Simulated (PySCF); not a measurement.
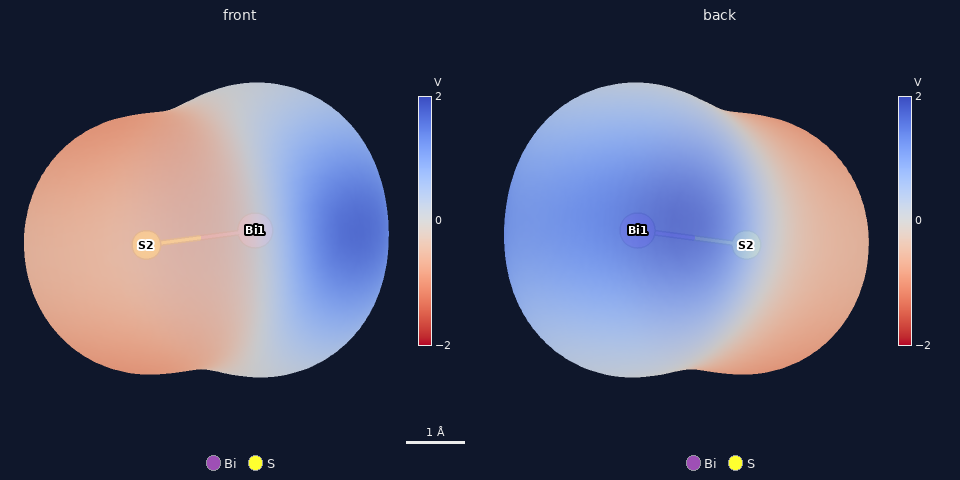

BiS (doublet). The molecular electrostatic potential painted on the density surface at 0.001 e/bohr³, seen from the front and from behind; red is negative and blue positive.

Core potentials replace the inner electrons of Bi.

The calculation used PySCF, PBE0/def2-TZVPP, non-relativistic Hamiltonian with scalar-relativistic core potentials where named, at a bond length of 2.298 Å.

Q: Describe the electrostatic potential map.

A: The most negative region (about −0.9 V) lies over S2, the most positive (about +1.7 V) over Bi1.
